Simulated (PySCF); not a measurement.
## NMR shielding calculation, with input and output: C6H13BN2O

C6H13BN2O, computed with GIAO PBE0/pcSseg-1 NMR shielding, non-relativistic, gas phase (PySCF 2.14.0).

The geometry comes from this level: GFN2-xTB. It belongs to a series of runs on one base structure; here: H on C replaced by allyl. Figures and captions count atoms from 1; the log counts them from 0 in places.

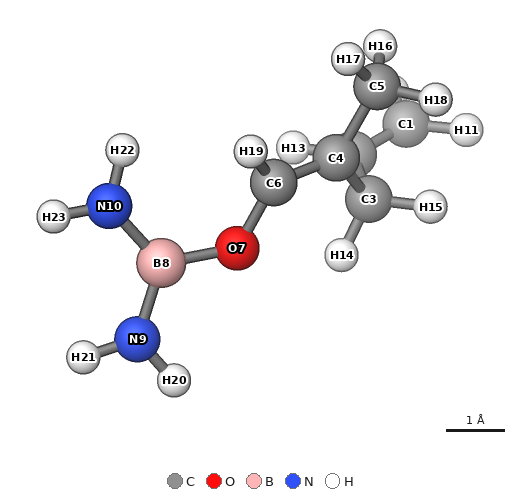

The structure (ball-and-stick view, seen at a tilt; atoms are numbered from 1 in the order of the input).

Input
```
{"job": {"kind": "nmr", "xc": "PBE0", "basis": "pcSseg-1"}, "charge": 0, "multiplicity": 1}
C     -3.331481     0.956209    -1.262863
C     -2.060451     0.622442    -1.140402
C     -1.093241     1.278397    -0.203520
C     -0.615667     0.288510     0.830170
C     -1.611752    -0.107746     1.875937
C      0.611232    -0.225435     0.795981
O      1.545377     0.149255    -0.112440
B      2.619478    -0.631242    -0.486692
N      3.619977     0.019649    -1.236776
N      2.728492    -2.003097    -0.162981
H     -3.763419     1.761592    -0.690327
H     -3.994746     0.446703    -1.941941
H     -1.647970    -0.193210    -1.720758
H     -0.226497     1.629936    -0.766593
H     -1.572275     2.128076     0.288691
H     -2.510103    -0.506239     1.404670
H     -1.200103    -0.858673     2.545265
H     -1.907955     0.759490     2.466677
H      0.930379    -0.947608     1.543217
H      3.563446     0.996691    -1.451951
H      4.428370    -0.436683    -1.612859
H      1.992379    -2.525844     0.273363
H      3.491780    -2.574191    -0.471764
```

The first line tells a small driver script what to run in PySCF; the rest is the geometry in Å.

Run on 1 CPU thread, shared host.

Run as:
```bash
OMP_NUM_THREADS=1 python <driver script> task.json out
```

Log
```
coarse grid: 18872 points
cycle   1  E = -445.3657024669  dE =  1.376e+00  |g| = 7.723e-01  |ddm| = 4.227e+00
cycle   2  E = -445.3092044679  dE =  5.650e-02  |g| = 9.675e-01  |ddm| = 1.331e+00
cycle   3  E = -445.4919974193  dE = -1.828e-01  |g| = 1.199e-01  |ddm| = 7.999e-01
cycle   4  E = -445.4943295931  dE = -2.332e-03  |g| = 4.375e-02  |ddm| = 1.068e-01
cycle   5  E = -445.4946603214  dE = -3.307e-04  |g| = 1.614e-02  |ddm| = 4.194e-02
cycle   6  E = -445.4947181607  dE = -5.784e-05  |g| = 4.336e-03  |ddm| = 1.676e-02
cycle   7  E = -445.4947222193  dE = -4.059e-06  |g| = 1.374e-03  |ddm| = 4.231e-03
final grid: 181488 points
cycle   8  E = -445.5566093500  dE = -4.736e-05  |g| = 1.272e-02  |ddm| = 3.892e-02
cycle   9  E = -445.5565842888  dE =  2.506e-05  |g| = 1.732e-02  |ddm| = 1.879e-02
cycle  10  E = -445.5566419209  dE = -5.763e-05  |g| = 2.284e-03  |ddm| = 1.168e-02
cycle  11  E = -445.5566430105  dE = -1.090e-06  |g| = 3.238e-04  |ddm| = 2.022e-03
cycle  12  E = -445.5566430264  dE = -1.595e-08  |g| = 1.916e-04  |ddm| = 4.142e-04
cycle  13  E = -445.5566430353  dE = -8.849e-09  |g| = 4.335e-05  |ddm| = 1.953e-04
cycle  14  E = -445.5566430357  dE = -3.980e-10  |g| = 1.369e-05  |ddm| = 4.204e-05
```

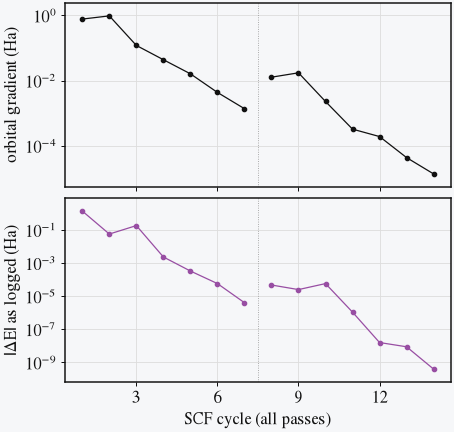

Convergence of the self-consistent field: orbital gradient and size of the energy change against the SCF cycle. The dotted line marks the change from a coarse to the final integration grid. The first 7 cycles use a coarse grid, the final grid takes over at cycle 8, and the field converges after 14 cycles in all.

```
converged SCF energy = -445.5566430357

GIAO shielding tensors (ppm)
atom      isotropic    diamagn.    paramagn.     s11        s22        s33       span
  0 C       65.938     252.981    -187.044    -46.899     88.153    156.559    203.458
  1 C       38.966     256.827    -217.861    -82.212     45.695    153.415    235.627
  2 C      147.294     246.698     -99.404    125.650    148.487    167.746     42.096
  3 C       64.654     265.434    -200.780    -39.748     79.083    154.628    194.376
  4 C      167.706     246.573     -78.867    151.708    164.042    187.367     35.660
  5 C       46.552     254.820    -208.268    -45.396     87.812     97.238    142.634
  6 O      190.541     400.727    -210.186    127.406    142.948    301.270    173.864
  7 B       80.189     194.905    -114.717     58.782     84.105     97.680     38.899
  8 N      220.573     316.625     -96.052    191.724    205.151    264.845     73.121
  9 N      224.784     318.963     -94.180    198.900    219.013    256.438     57.538
 10 H       26.378      30.744      -4.366     22.602     25.937     30.594      7.992
 11 H       26.466      29.031      -2.565     23.228     25.472     30.699      7.471
 12 H       25.816      33.858      -8.042     22.538     25.207     29.703      7.164
 13 H       27.571      32.941      -5.370     22.839     28.014     31.859      9.020
 14 H       29.630      33.192      -3.562     26.620     28.199     34.071      7.450
 15 H       29.679      30.734      -1.056     25.044     29.399     34.593      9.549
 16 H       30.338      31.078      -0.740     25.964     29.350     35.700      9.737
 17 H       30.225      29.570       0.656     26.324     27.619     36.733     10.409
 18 H       25.244      35.374     -10.130     21.280     24.103     30.350      9.071
 19 H       29.891      32.459      -2.568     23.202     27.506     38.964     15.763
 20 H       30.211      29.101       1.109     23.581     27.483     39.567     15.985
 21 H       30.005      34.672      -4.667     22.767     28.550     38.699     15.932
 22 H       30.167      29.999       0.168     23.618     27.210     39.672     16.053
```

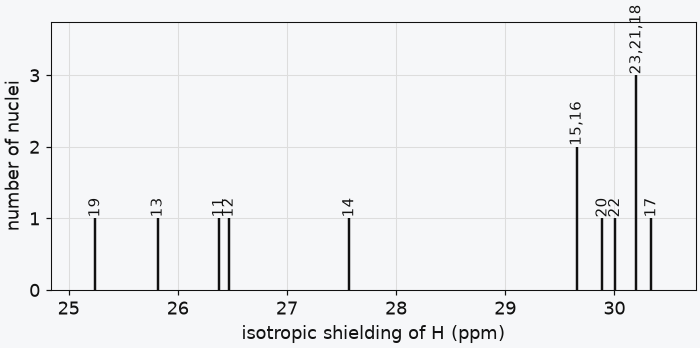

Isotropic shieldings of the hydrogen nuclei in this fixed geometry, labelled by atom number; shielding grows to the right, so chemical shift grows to the left. The least shielded is H19 (25.2 ppm), the most shielded H17 (30.3 ppm).

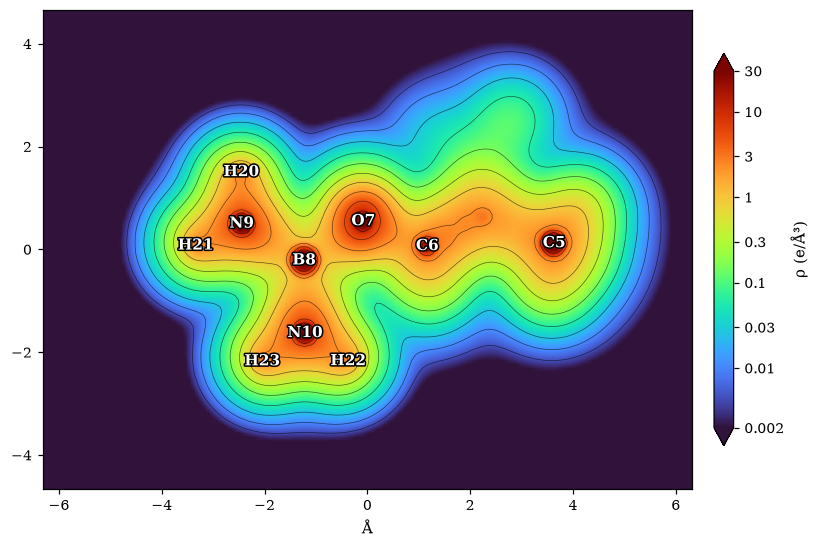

Electron density on the plane of atoms B8, N9 and H20. Atoms in the plane: C, O, B, N and H. C–O (1.36 Å): ρ is about 2.3 e/Å³ halfway, with its minimum of 1.9 e/Å³ about 0.5 Å from C.

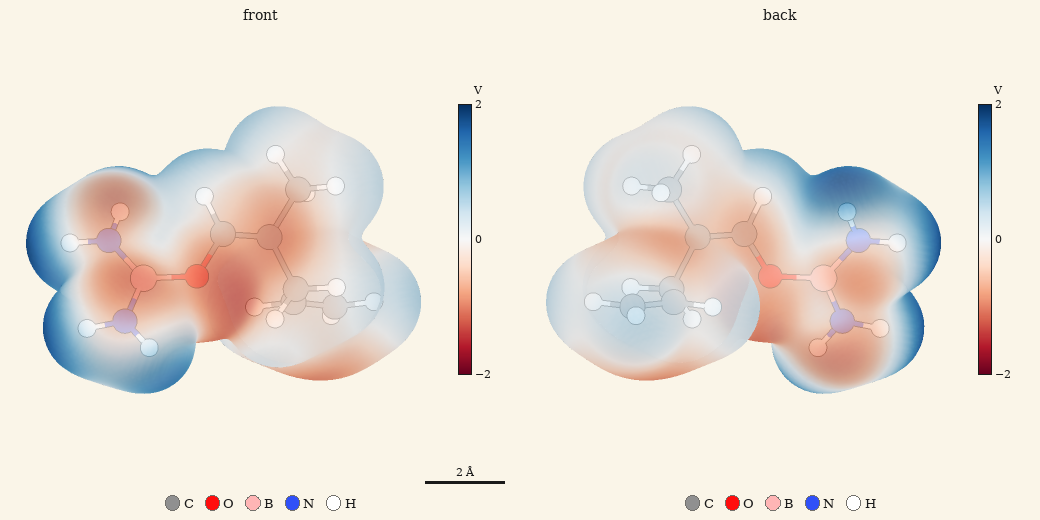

The electrostatic potential painted on the density surface at 0.002 e/bohr³, seen at a tilt and from behind; red is negative and blue positive.

Results in brief

```csv
quantity,value
outcome,converged
total energy,−445.556643 hartree
HOMO,−6.12 eV
LUMO,0.41 eV
dipole moment,2.15 D
"isotropic shielding, C",39.0 to 167.7 ppm
"isotropic shielding, O",190.5 ppm
"isotropic shielding, B",80.2 ppm
"isotropic shielding, N",220.6 to 224.8 ppm
"isotropic shielding, H",25.2 to 30.3 ppm
wall time,2 min
peak memory,1.1 GiB
```
